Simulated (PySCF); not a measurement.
# C5H11NO3Si: what the fields show

```tsv
atom	x (Å)	y (Å)	z (Å)
C	3.7874	-0.3056	0.1003
O	2.4683	-0.7892	0.1121
C	1.5379	0.1708	0.5430
C	0.1470	-0.4386	0.5055
C	-0.3583	-0.7165	-0.9129
Si	-1.4916	0.7781	-0.5726
C	-3.3990	0.6371	-0.4978
N	-3.9043	-0.0086	0.5746
O	-4.1050	1.0931	-1.3746
O	-0.8123	0.5347	0.9314
H	4.1026	0.0144	1.1011
H	4.4161	-1.1285	-0.2335
H	3.8947	0.5420	-0.5882
H	1.5537	1.0560	-0.1120
H	1.7644	0.5034	1.5679
H	0.1085	-1.2975	1.1795
H	-0.8291	-1.6901	-1.0076
H	0.4122	-0.6247	-1.6691
H	-1.0900	2.0263	-1.2162
H	-3.3074	-0.2718	1.3387
H	-4.9049	-0.0678	0.6940
```

Geometry: GFN2-xTB.

All numbers below come from PBE0/pcSseg-1, SCF density, gas phase, non-relativistic (PySCF 2.14.0).

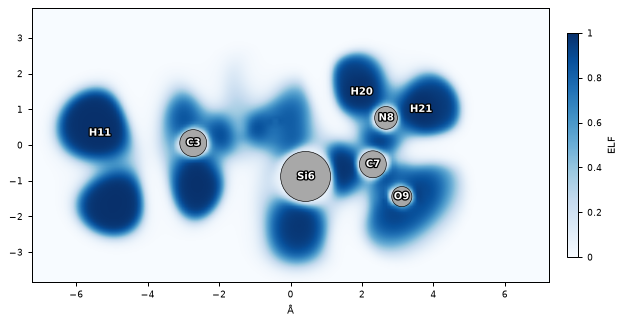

Figure 1. ELF on the plane of atoms Si6, C7 and O9. Grey discs cover the atomic cores.

Question: Interpret the plot.

Answer: Atoms in the plane: C, Si, N, O and H. C–O (1.21 Å): the ELF peaks at about 0.85 between the atoms (a short, multiple covalent bond). C–N (1.35 Å): the ELF peaks at about 0.90 between the atoms, as expected for localised, covalent bonding. C–Si (1.91 Å): the ELF peaks at about 1 between the atoms: a covalent bond. N–H (1.00 Å): the ELF climbs to about 1 towards the hydrogen, as it does in any bond to H: a covalent bond by its length. The ELF also peaks beside O9, away from the bonds: lone-pair regions.

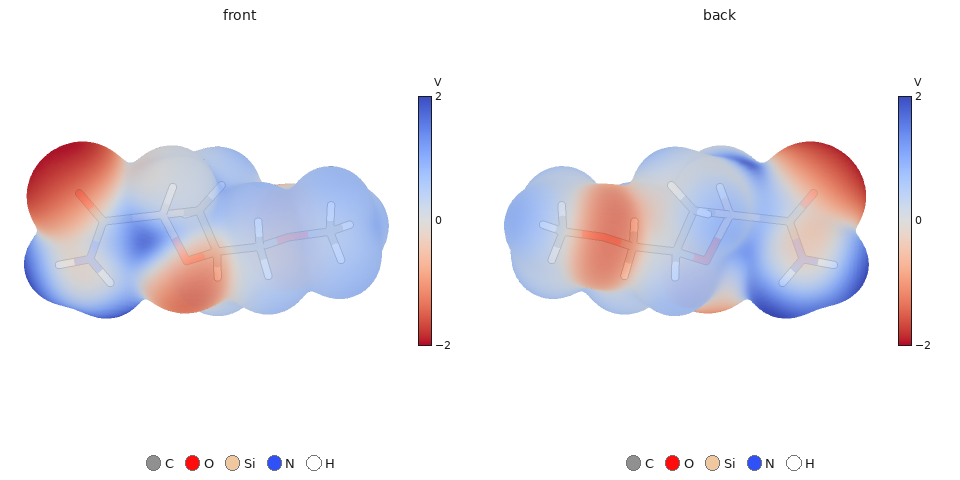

Figure 2. The electrostatic potential painted on the density surface at 0.002 e/bohr³, seen from the front and from behind; the colour scale runs from red (negative) to blue (positive).

Question: Where is the surface potential most negative and most positive?

Answer: The most negative region (about −1.9 V) lies over O9, the most positive (about +1.9 V) over H20 and H21. O9 is the likeliest acceptor of a hydrogen bond.
